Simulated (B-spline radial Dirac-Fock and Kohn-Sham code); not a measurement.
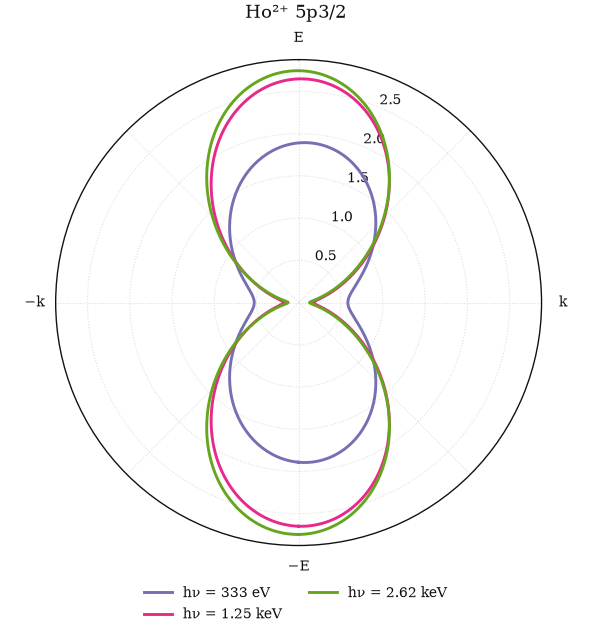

Angular distribution of photoelectrons from O3 (5p3/2) in the plane of the polarisation E (up) and the photon direction k (right), relative to an isotropic one. System: the ion Ho²⁺. Method: a Dirac–Hartree–Slater potential; 1 + βP₂(cos θ) + (δ + γ cos²θ) sin θ cos φ with E1 and E1–E2 terms (computed with a B-spline radial atomic code). Open shells are averaged over j.

At 333 eV, β = 0.891, γ = 0.140 and δ = 0.029. At 1.25 keV, β = 1.649, γ = 0.086 and δ = −0.001. At 2.62 keV, β = 1.746, γ = −0.032 and δ = 0.003. At 2.62 keV the emission 45° forward of E is 0.99 times that 45° backward, and the lobe peaks 0° from E.
